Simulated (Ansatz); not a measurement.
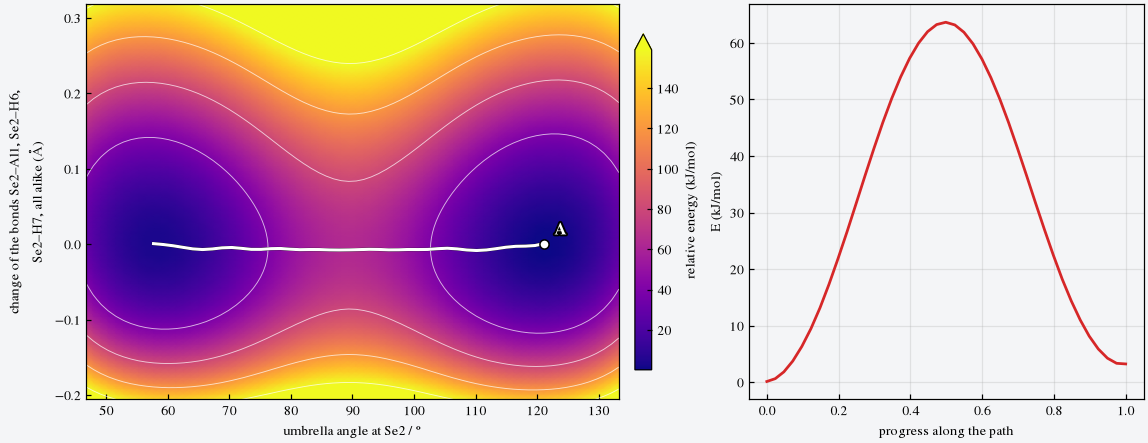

AlH5Se, SMILES [AlH3-][SeH2+]. The first coordinate is: umbrella angle at Se2 (between each of its bonds and their common axis; 90 is planar); the second: change of the bonds Se2–Al1, Se2–H6, Se2–H7, all alike. Nothing is relaxed (all other coordinates rigid). The grid has 9 × 9 points. Points are written as (first, second). Energies are in kJ/mol, from the relaxed molecule at the same level. Method: RKS wB97X-V/def2-TZVP in Ansatz.

The picture shows a smooth colour map with a few white contour lines, a line along the lowest path, one colour for all values above the top of the scale, the energy along the path at the right, the start A. Between grid points the surface is interpolated.

> Describe the path and its barrier.

The easiest path leads from the well at (122.5°, −0.009 Å) to the well at (57.5°, −0.009 Å), about 3.1 kJ/mol higher. Its highest point lies about 64 kJ/mol above the bottom of the first well on the interpolated surface, at (90.0°, −0.009 Å). The start is the relaxed structure and all else is held, so a fully relaxed path at this level can only be lower.
